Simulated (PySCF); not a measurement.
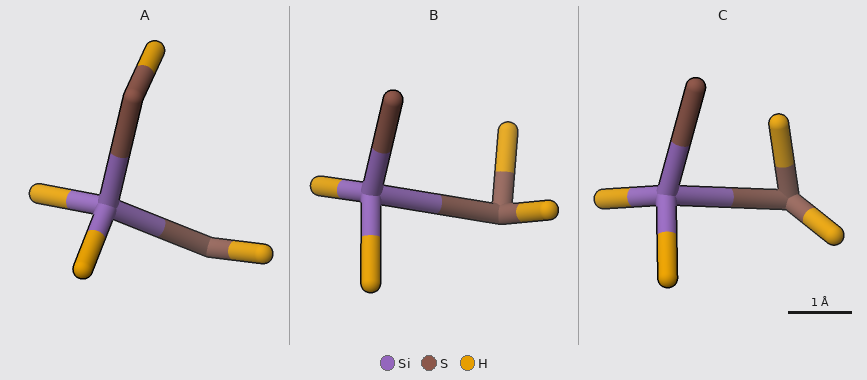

Three geometries of SiH₄S₂: a saddle point and the two minima that it joins, in shuffled order. The picture is a stick view, seen at a tilt. Sticks join atoms that are closer than about 1.2 times the sum of their covalent radii (a little more with hydrogen).

Stationary points at PBE0-D4/def2-TZVP, single-point energies with CCSD(T)/CBS, SPW92 (LDA), BHLYP-D4, PBE0-D4 (def2-TZVPP where no basis is named; PySCF 2.14.0). The energies are electronic, without zero-point or thermal terms, and both ends are the minima reached downhill from the saddle, with any fragments still in contact. CCSD(T)/CBS stands for a frozen-core estimate: MP2 correlation extrapolated from def2-TZVPP and def2-QZVPP, CCSD(T) minus MP2 from the smaller set.

Which frame is the transition state, what reaction does it lead through, and what barrier is to be expected?

Answer. Frame C is the saddle point. From A over the saddle to B, a bond forms: H–S (3.51 → 1.46 → 1.35 Å). A bond breaks: H–S (1.34 → 2.03 → 3.38 Å). Bonds that stay but change much: S–Si (2.13 → 2.36 → 2.50 Å). The saddle has one imaginary mode, 580i cm⁻¹. With CCSD(T)/CBS the barrier is 159.6 kJ/mol from A and 25.4 kJ/mol from B, and B lies 134.2 kJ/mol above A.

```
      level  barrier from A (kJ/mol)  barrier from B (kJ/mol)  B less A (kJ/mol)
CCSD(T)/CBS                    159.6                     25.4              134.2
SPW92 (LDA)                    124.0                     −1.7              125.8
   BHLYP-D4                    174.7                     35.1              139.6
    PBE0-D4                    150.9                     17.6              133.3
```

Against CCSD(T)/CBS, PBE0-D4 comes closest on the barrier from A (−8.7 kJ/mol) and SPW92 (LDA) misses most (−35.6 kJ/mol).
